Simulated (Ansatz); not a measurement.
**AlH2− (triplet): one geometry, many settings**

What do other methods and options give for AlH2− (triplet) at this geometry, and how long do they take?

Method: the settings change from run to run; program: Ansatz 0.2.0, Gaussian basis.

18 further runs of the same task are left out: 6 that didn't finish, 12 set aside as unsound or not needed.

**1. What is computed**

The geometry is a PBE0/def2-TZVPD stationary point (not a proven minimum) of the parent state, kept for this charge and spin.

3 atoms, charge -1, spin multiplicity 3.

Atoms are counted from 1 here; the program's logs count them from 0.

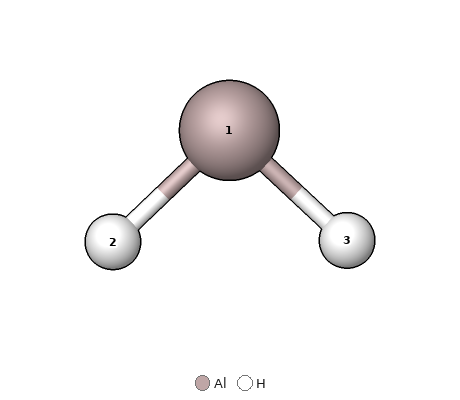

The structure; aluminium light grey, hydrogen white; atoms are numbered from 1 in the order of the file.

Geometry (Å):

```xyz
3

Al    0.00000   -0.08105    0.00000
H     0.00000    1.08479   -1.23288
H     0.00000    1.08479    1.23288
```

**2. BCCD(T)/STO-3G**

in.yaml

```yaml
crystal:
  periodic: [false, false, false]
  atoms:
    - {symbol: Al, position_ang: [0.000000, -0.081048, 0.000000]}
    - {symbol: H, position_ang: [0.000000, 1.084792, -1.232881]}
    - {symbol: H, position_ang: [0.000000, 1.084792, 1.232880]}
basis:
  gaussian: {orbitals: STO-3G}
total_charge: -1
magnetization: {spin_polarized: true, initial_magnetization: 2}
hamiltonian: {xc: {name: PBE}}
correlation: {method: bccd_t, electrons: outside_noble_gas}
accuracy: high
```

Command:

```sh
$ ansatz run in.yaml --threads 1 --pin off --events-out ev --progress --plain --max-ram 2393MiB
```

What it wrote, cut to the lines that bear on the results:

```text
Functional definition: PBE
  name "PBE"
  cite "Perdew, Burke & Ernzerhof, Phys. Rev. Lett. 77, 3865 (1996) doi:10.1103/PhysRevLett.77.3865"
  parent pbe
[...]
163 factors; integrals over basis functions are off by at most 3.7e-9 eV
[...]
mean field -6534.23940677 eV, -240.1288691322 hartree, gradient 1.6e-9 eV, S^2 2.000870; 0 other end points of the search recorded, 0 dependent functions left out
5 core orbitals not correlated: weight in the atoms' cores, before any rotation towards them, 0.999 or more for the frozen orbitals, at most 0.000 for the correlated occupied ones
reference -6523.47802570 eV, -239.7333956722 hartree; 4, 2 occupied and 2, 4 virtual orbitals, 163 factors
second order -0.64790802 eV of doubles, -0.13176142 eV of singles
cycle   1  -0.95064927 eV  change   -1.8e-1 eV  update   4.2e-2
[...]
cycle  19  -1.06680716 eV  change  -2.1e-10 eV  update  2.6e-10
perturbative correction -0.00687891 eV, -0.0002527951 hartree
Total energy: -6524.55171176 eV, -239.7728529072 hartree
```

It took 0.57 s on 1 thread of Intel Xeon 6975P-C, shared host.

From the report: ⟨S²⟩ of the determinant 2.001 (pure triplet: 2.00); correlation -1.0737 eV; largest double amplitude 0.06.

**3. CASCI(4,8)/cc-pVDZ**

in.yaml

```yaml
crystal:
  periodic: [false, false, false]
  atoms:
    - {symbol: Al, position_ang: [0.000000, -0.081048, 0.000000]}
    - {symbol: H, position_ang: [0.000000, 1.084792, -1.232881]}
    - {symbol: H, position_ang: [0.000000, 1.084792, 1.232880]}
basis:
  gaussian: {orbitals: cc-pVDZ}
total_charge: -1
magnetization: {spin_polarized: false, initial_magnetization: 2}
correlation: {active_space: {window: {electrons: 4, orbitals: 8}, fixed_orbitals: true}}
```

The command is unchanged.

What it wrote:

```text
Functional definition: HF
  name "HF"
  cite "Fock, Z. Phys. 61, 126 (1930) doi:10.1007/BF01340294"
  parent pbe
  exchange = exact_x
  correlation = 0
266 factors; integrals over basis functions are off by at most 1.2e-3 eV
mean field evaluation 1: about -6611.6118 eV, gradient 8.1e0 eV
mean field evaluation 2: about -6611.6132 eV, gradient 8.1e0 eV
mean field evaluation 4: about -6612.5567 eV, gradient 6.5e-1 eV
mean field evaluation 8: about -6612.5663 eV, gradient 3.5e-4 eV
mean field -6612.56628894 eV, -243.0073289600 hartree, gradient 1.3e-6 eV, S^2 2.000000; 0 other end points of the search recorded, 0 dependent functions left out
reference -6612.56628894 eV, -243.0073289600 hartree; 9, 7 occupied and 19, 21 virtual orbitals, 266 factors
state -6612.72001564 eV, -243.0129783122 hartree
Total energy: -6612.72001564 eV, -243.0129783122 hartree
```

It took 0.09 s on 1 thread of Intel Xeon 6975P-C, shared host.

From the report: 192 determinants; active occupations 1.99, 1.00, 1.00, 0.01, 0.00, 0.00, 0.00, 0.00.

**4. MP2 on UHF/6-31G**

in.yaml

```yaml
crystal:
  periodic: [false, false, false]
  atoms:
    - {symbol: Al, position_ang: [0.000000, -0.081048, 0.000000]}
    - {symbol: H, position_ang: [0.000000, 1.084792, -1.232881]}
    - {symbol: H, position_ang: [0.000000, 1.084792, 1.232880]}
basis:
  gaussian: {orbitals: 6-31G}
total_charge: -1
magnetization: {spin_polarized: true, initial_magnetization: 2}
correlation: {method: mp2, electrons: all}
output: {forces: true}
```

Launched as before.

What it wrote, cut to the lines that bear on the results:

```text
Functional definition: HF
  name "HF"
  cite "Fock, Z. Phys. 61, 126 (1930) doi:10.1007/BF01340294"
  parent pbe
[...]
203 factors; integrals over basis functions are off by at most 1.5e-4 eV
[...]
mean field -6611.71121243 eV, -242.9759054778 hartree, gradient 2.0e-6 eV, S^2 2.006891; 0 other end points of the search recorded, 0 dependent functions left out
reference -6611.71121243 eV, -242.9759054778 hartree; 9, 7 occupied and 8, 10 virtual orbitals, 203 factors
second order -0.97107026 eV of doubles, -0.00000000 eV of singles
[...]
Total energy: -6612.68228269 eV, -243.0115916518 hartree
Atom 0 at     0.000000    -0.081048     0.000000 Å, force    -0.000000     1.345121    -0.000000 eV/Å
Atom 1 at     0.000000     1.084792    -1.232881 Å, force    -0.000000    -0.672561    -0.329101 eV/Å
Atom 2 at     0.000000     1.084792     1.232880 Å, force    -0.000000    -0.672561     0.329101 eV/Å
Dipole moment:     0.000000    -0.331555     0.000000 e Å
```

Run time: 0.12 s. Hardware: 1 thread of Intel Xeon 6975P-C, shared host.

From the report: ⟨S²⟩ of the determinant 2.007 (pure triplet: 2.00).

**5. MRCISD+Q(2,4)/def2-SVP**

in.yaml

```yaml
crystal:
  periodic: [false, false, false]
  atoms:
    - {symbol: Al, position_ang: [0.000000, -0.081048, 0.000000]}
    - {symbol: H, position_ang: [0.000000, 1.084792, -1.232881]}
    - {symbol: H, position_ang: [0.000000, 1.084792, 1.232880]}
basis:
  gaussian: {orbitals: def2-SVP}
total_charge: -1
magnetization: {spin_polarized: false, initial_magnetization: 2}
correlation: {method: fic_mrcisd_q, electrons: outside_noble_gas, active_space: {window: {electrons: 2, orbitals: 4}, states: [{multiplicity: 3, weights: [1, 1, 1]}], root: 0}}
```

The command is unchanged.

What it wrote, cut to the lines that bear on the results:

```text
Functional definition: HF
  name "HF"
  cite "Fock, Z. Phys. 61, 126 (1930) doi:10.1007/BF01340294"
  parent pbe
[...]
443 factors; integrals over basis functions are off by at most 1.5e-7 eV
[...]
mean field -6610.34332964 eV, -242.9256367126 hartree, gradient 3.0e-6 eV, S^2 2.000000; 0 other end points of the search recorded, 0 dependent functions left out
reference -6610.34332964 eV, -242.9256367126 hartree; 9, 7 occupied and 19, 21 virtual orbitals, 443 factors
state -6610.32436591 eV, -242.9249398086 hartree
state -6607.66583882 eV, -242.8272407398 hartree
state -6605.60475838 eV, -242.7514974309 hartree
contracted CI cycle   1: correlation 0.00000000 eV, 0.0000000000 hartree, residual 1.04e1 eV
contracted CI cycle   2: correlation -2.07837787 eV, -0.0763789781 hartree, residual 1.56e0 eV
[...]
contracted CI cycle   3: correlation -2.23167667 eV, -0.0820126048 hartree, residual 5.24e-1 eV
contracted CI cycle   4: correlation -2.24082451 eV, -0.0823487818 hartree, residual 1.96e-1 eV
contracted CI cycle   5: correlation -2.24209807 eV, -0.0823955842 hartree, residual 6.37e-2 eV
contracted CI cycle   6: correlation -2.24226447 eV, -0.0824016995 hartree, residual 2.93e-2 eV
contracted CI cycle   7: correlation -2.24229881 eV, -0.0824029615 hartree, residual 1.58e-2 eV
contracted CI cycle   8: correlation -2.24231045 eV, -0.0824033890 hartree, residual 9.46e-3 eV
contracted CI cycle   9: correlation -2.24231356 eV, -0.0824035034 hartree, residual 3.92e-3 eV
contracted CI cycle  10: correlation -2.24231400 eV, -0.0824035196 hartree, residual 1.25e-3 eV
contracted CI cycle  11: correlation -2.24231404 eV, -0.0824035212 hartree, residual 3.00e-4 eV
state -6605.60475838 eV, -242.7514974309 hartree; corrected -6608.01311079 eV, -242.8400027493 hartree
Total energy: -6612.60347710 eV, -243.0086955997 hartree
```

It took 0.57 s on 1 thread of Intel Xeon 6975P-C, shared host.

From the report: 4 determinants; active occupations (of the averaged states) 1.00, 0.33, 0.33, 0.33.

**6. BCCD(T) on UHF/6-31++G****

in.yaml

```yaml
crystal:
  periodic: [false, false, false]
  atoms:
    - {symbol: Al, position_ang: [0.000000, -0.081048, 0.000000]}
    - {symbol: H, position_ang: [0.000000, 1.084792, -1.232881]}
    - {symbol: H, position_ang: [0.000000, 1.084792, 1.232880]}
basis:
  gaussian: {orbitals: "6-31++G**"}
total_charge: -1
magnetization: {spin_polarized: true, initial_magnetization: 2}
correlation: {method: bccd_t, electrons: outside_noble_gas}
output: {forces: true}
```

Same command.

What it wrote, cut to the lines that bear on the results:

```text
Functional definition: HF
  name "HF"
  cite "Fock, Z. Phys. 61, 126 (1930) doi:10.1007/BF01340294"
  parent pbe
[...]
295 factors; integrals over basis functions are off by at most 7.1e-4 eV
[...]
mean field -6612.35092722 eV, -242.9994145627 hartree, gradient 4.8e-6 eV, S^2 2.003355; 3 other end points of the search recorded, 0 dependent functions left out
determinant -6612.35092722 eV, -242.9994145627 hartree, with singles and doubles -6614.43081278 eV, -243.0758489474 hartree
determinant -6610.74113242 eV, -242.9402556951 hartree, with singles and doubles -6612.76621060 eV, -243.0146759456 hartree
determinant -6610.67401376 eV, -242.9377891300 hartree, with singles and doubles -6612.62416557 eV, -243.0094558870 hartree
determinant -6609.99473589 eV, -242.9128261286 hartree, with singles and doubles -6612.01276824 eV, -242.9869874496 hartree
5 core orbitals not correlated: weight in the atoms' cores, before any rotation towards them, 1.000 or more for the frozen orbitals, at most 0.000 for the correlated occupied ones
reference -6612.35092722 eV, -242.9994145627 hartree; 4, 2 occupied and 26, 28 virtual orbitals, 295 factors
second order -1.58997997 eV of doubles, -0.00000000 eV of singles
cycle   1  -2.07815661 eV  change    1.7e-3 eV  update   4.3e-3
[...]
cycle   9  -2.07725217 eV  change    2.7e-7 eV  update   9.0e-7
perturbative correction -0.04731931 eV, -0.0017389527 hartree
[...]
Total energy: -6614.47549870 eV, -243.0774911247 hartree
Atom 0 at     0.000000    -0.081048     0.000000 Å, force    -0.000000     1.817847    -0.000000 eV/Å
Atom 1 at     0.000000     1.084792    -1.232881 Å, force    -0.000000    -0.908923    -0.077781 eV/Å
Atom 2 at     0.000000     1.084792     1.232880 Å, force     0.000000    -0.908923     0.077781 eV/Å
Dipole moment:    -0.000000    -0.326733     0.000000 e Å
```

Run time: 1.2 s. Hardware: 1 thread of Intel Xeon 6975P-C, shared host.

From the report: ⟨S²⟩ of the determinant 2.003 (pure triplet: 2.00); correlation -2.1246 eV; largest double amplitude 0.04.

**7. CASSCF(6,7)/6-31++G****

in.yaml: that of step 6 with these lines changed.

```diff
@@ -9,4 +9,5 @@
 total_charge: -1
-magnetization: {spin_polarized: true, initial_magnetization: 2}
-correlation: {method: bccd_t, electrons: outside_noble_gas}
+magnetization: {spin_polarized: false, initial_magnetization: 2}
+correlation: {active_space: {window: {electrons: 6, orbitals: 7}}}
+accuracy: high
 output: {forces: true}
```

Same command.

What it wrote, cut to the lines that bear on the results:

```text
Functional definition: HF
  name "HF"
  cite "Fock, Z. Phys. 61, 126 (1930) doi:10.1007/BF01340294"
  parent pbe
[...]
613 factors; integrals over basis functions are off by at most 3.3e-9 eV
[...]
mean field -6612.32846264 eV, -242.9985890047 hartree, gradient 8.9e-9 eV, S^2 2.000000; 0 other end points of the search recorded, 0 dependent functions left out
reference -6612.32846264 eV, -242.9985890047 hartree; 9, 7 occupied and 26, 28 virtual orbitals, 613 factors
state -6613.32669015 eV, -243.0352731890 hartree
[...]
WARN: the results are in doubt because the forces break the atoms' symmetry
Total energy: -6613.32669015 eV, -243.0352731890 hartree
Atom 0 at     0.000000    -0.081048     0.000000 Å, force     0.000000     1.477347    -0.055590 eV/Å
Atom 1 at     0.000000     1.084792    -1.232881 Å, force     0.000000    -0.764957    -0.226862 eV/Å
Atom 2 at     0.000000     1.084792     1.232880 Å, force    -0.000000    -0.712390     0.282452 eV/Å
Dipole moment:    -0.000000    -0.347524     0.023289 e Å
In doubt: the forces break the atoms' symmetry
```

Wall time 2.4 s (1 thread of Intel Xeon 6975P-C, shared host).

From the report: 1,225 determinants; active occupations 1.98, 1.96, 1.00, 1.00, 0.03, 0.02, 0.01. Mind the lines of doubt at the end of the log.

**8. BCCD(T) on ROHF/6-31++G****

in.yaml: that of step 7 with these lines changed.

```diff
@@ -10,4 +10,3 @@
 magnetization: {spin_polarized: false, initial_magnetization: 2}
-correlation: {active_space: {window: {electrons: 6, orbitals: 7}}}
-accuracy: high
+correlation: {method: bccd_t, electrons: outside_noble_gas, diis_vectors: 12}
 output: {forces: true}
```

Same command.

What it wrote, cut to the lines that bear on the results:

```text
Functional definition: HF
  name "HF"
  cite "Fock, Z. Phys. 61, 126 (1930) doi:10.1007/BF01340294"
  parent pbe
[...]
295 factors; integrals over basis functions are off by at most 7.1e-4 eV
[...]
mean field -6612.32844454 eV, -242.9985883398 hartree, gradient 5.6e-6 eV, S^2 2.000000; 3 other end points of the search recorded, 0 dependent functions left out
determinant -6612.32844454 eV, -242.9985883398 hartree, with singles and doubles -6614.43031235 eV, -243.0758305568 hartree
determinant -6610.71478492 eV, -242.9392874425 hartree, with singles and doubles -6612.76486015 eV, -243.0146263176 hartree
determinant -6610.63864248 eV, -242.9364892593 hartree, with singles and doubles -6612.62232780 eV, -243.0093883503 hartree
determinant -6609.95834045 eV, -242.9114886210 hartree, with singles and doubles -6612.00968466 eV, -242.9868741303 hartree
5 core orbitals not correlated: weight in the atoms' cores, before any rotation towards them, 1.000 or more for the frozen orbitals, at most 0.000 for the correlated occupied ones
reference -6612.32844454 eV, -242.9985883398 hartree; 4, 2 occupied and 26, 28 virtual orbitals, 295 factors
second order -1.59538329 eV of doubles, -0.01455999 eV of singles
cycle   1  -2.10037052 eV  change    1.5e-3 eV  update   4.6e-3
[...]
cycle   9  -2.09928402 eV  change    1.1e-7 eV  update   8.7e-7
perturbative correction -0.04732727 eV, -0.0017392452 hartree
[...]
Total energy: -6614.47505583 eV, -243.0774748497 hartree
Atom 0 at     0.000000    -0.081048     0.000000 Å, force    -0.000000     1.818114    -0.000000 eV/Å
Atom 1 at     0.000000     1.084792    -1.232881 Å, force    -0.000000    -0.909057    -0.077799 eV/Å
Atom 2 at     0.000000     1.084792     1.232880 Å, force    -0.000000    -0.909057     0.077799 eV/Å
Dipole moment:     0.000000    -0.326519     0.000000 e Å
```

Wall time 0.99 s (1 thread of Intel Xeon 6975P-C, shared host).

From the report: correlation -2.1466 eV; largest double amplitude 0.04.

**9. BCCD on ROHF/def2-TZVP**

in.yaml: that of step 8 with these lines changed.

```diff
@@ -7,6 +7,6 @@
 basis:
-  gaussian: {orbitals: "6-31++G**"}
+  gaussian: {orbitals: def2-TZVP}
 total_charge: -1
 magnetization: {spin_polarized: false, initial_magnetization: 2}
-correlation: {method: bccd_t, electrons: outside_noble_gas, diis_vectors: 12}
+correlation: {method: bccd, electrons: outside_noble_gas, diis_vectors: 1}
 output: {forces: true}
```

Launched as before.

What it wrote, cut to the lines that bear on the results:

```text
Functional definition: HF
  name "HF"
  cite "Fock, Z. Phys. 61, 126 (1930) doi:10.1007/BF01340294"
  parent pbe
[...]
326 factors; integrals over basis functions are off by at most 1.1e-3 eV
[...]
mean field -6612.81951564 eV, -243.0166348698 hartree, gradient 2.6e-6 eV, S^2 2.000000; 1 other end points of the search recorded, 0 dependent functions left out
[...]
determinant -6612.81951564 eV, -243.0166348698 hartree, with singles and doubles -6615.42772046 eV, -243.1124846289 hartree
determinant -6610.37841129 eV, -242.9269259395 hartree, with singles and doubles -6612.92673522 eV, -243.0205751166 hartree
5 core orbitals not correlated: weight in the atoms' cores, before any rotation towards them, 1.000 or more for the frozen orbitals, at most 0.000 for the correlated occupied ones
reference -6612.81951564 eV, -243.0166348698 hartree; 4, 2 occupied and 40, 42 virtual orbitals, 326 factors
second order -1.95928563 eV of doubles, -0.01713067 eV of singles
cycle   1  -2.57023045 eV  change   -1.5e-1 eV  update   1.9e-2
[...]
cycle  14  -2.57748958 eV  change   -4.7e-8 eV  update   1.0e-6
[...]
Total energy: -6615.39700523 eV, -243.1113558649 hartree
Atom 0 at     0.000000    -0.081048     0.000000 Å, force    -0.000000     1.740992    -0.000000 eV/Å
Atom 1 at     0.000000     1.084792    -1.232881 Å, force    -0.000000    -0.870496    -0.070842 eV/Å
Atom 2 at     0.000000     1.084792     1.232880 Å, force     0.000000    -0.870496     0.070842 eV/Å
Dipole moment:     0.000000    -0.203830     0.000000 e Å
```

It took 1.5 s on 1 thread of Intel Xeon 6975P-C, shared host.

From the report: correlation -2.5775 eV; largest double amplitude 0.04.

**10. HF/def2-SVP**

in.yaml

```yaml
crystal:
  periodic: [false, false, false]
  atoms:
    - {symbol: Al, position_ang: [0.000000, -0.081048, 0.000000]}
    - {symbol: H, position_ang: [0.000000, 1.084792, -1.232881]}
    - {symbol: H, position_ang: [0.000000, 1.084792, 1.232880]}
basis:
  gaussian: {orbitals: def2-SVP}
total_charge: -1
magnetization: {spin_polarized: true, initial_magnetization: 2}
hamiltonian: {xc: hf, pseudopotentials: {relativity: none}}
scf: {lower_state_search: light}
output: {forces: true, orbitals: {seedname: orbitals}}
```

Launched as before.

What it wrote, cut to the lines that bear on the results:

```text
Functional definition: HF
  name "HF"
  cite "Fock, Z. Phys. 61, 126 (1930) doi:10.1007/BF01340294"
  parent pbe
[...]
264 factors; integrals over basis functions are off by at most 7.7e-4 eV
[...]
mean field -6610.37073224 eV, -242.9266437394 hartree, gradient 7.1e-5 eV, S^2 2.004454; 0 other end points of the search recorded, 0 dependent functions left out
[...]
reference -6610.37073224 eV, -242.9266437394 hartree; 9, 7 occupied and 19, 21 virtual orbitals, 264 factors
Total energy: -6610.37073224 eV, -242.9266437394 hartree
Atom 0 at     0.000000    -0.081048     0.000000 Å, force    -0.000000     1.881193    -0.000000 eV/Å
Atom 1 at     0.000000     1.084792    -1.232881 Å, force     0.000000    -0.940597    -0.138361 eV/Å
Atom 2 at     0.000000     1.084792     1.232880 Å, force    -0.000000    -0.940597     0.138361 eV/Å
Dipole moment:    -0.000000    -0.394918     0.000000 e Å
```

Run time: 0.12 s. Hardware: 1 thread of Intel Xeon 6975P-C, shared host.

From the report: ⟨S²⟩ of the determinant 2.004 (pure triplet: 2.00).

**11. The runs in one table**

Where basis and cores are those of an earlier FCI/6-31++G** run (-6614.4916 eV), and the state is the same kind, the miss against it is given. † marks a result that the program doubts.

| level | correlated | functions | energy (eV) | from FCI (meV) | time |
| --- | --- | --- | --- | --- | --- |
| BCCD(T)/STO-3G (on PBE orbitals) | outside noble gas | 11 | -6524.5517 |  | 0.57 s |
| CASCI(4,8)/cc-pVDZ |  | 28 | -6612.7200 |  | 0.09 s |
| MP2 on UHF/6-31G | all | 17 | -6612.6823 |  | 0.12 s |
| MRCISD+Q(2,4)/def2-SVP (lowest root of an average) | outside noble gas | 28 | -6612.6035 |  | 0.57 s |
| BCCD(T) on UHF/6-31++G** | outside noble gas | 35 | -6614.4755 | 16.1 | 1.2 s |
| CASSCF(6,7)/6-31++G** † |  | 35 | -6613.3267 | 1165.0 | 2.4 s |
| BCCD(T) on ROHF/6-31++G** | outside noble gas | 35 | -6614.4751 | 16.6 | 0.99 s |
| BCCD on ROHF/def2-TZVP | outside noble gas | 49 | -6615.3970 |  | 1.5 s |
| HF/def2-SVP |  | 28 | -6610.3707 |  | 0.12 s |

**12. Results**

```
quantity                           value
    runs                               9
quickest      CASCI(4,8)/cc-pVDZ, 0.09 s
 slowest  CASSCF(6,7)/6-31++G** †, 2.4 s
```

What this shows: Total energies in different bases, with other cores or another treatment of relativity can't be set against each other. CASSCF(6,7)/6-31++G** † took 27 times as long as CASCI(4,8)/cc-pVDZ; the jobs differ in more than the method. Among the correlated runs with a miss given, it spans +16 to +17 meV. Hartree-Fock, CASSCF and CASCI lack dynamic correlation by design.
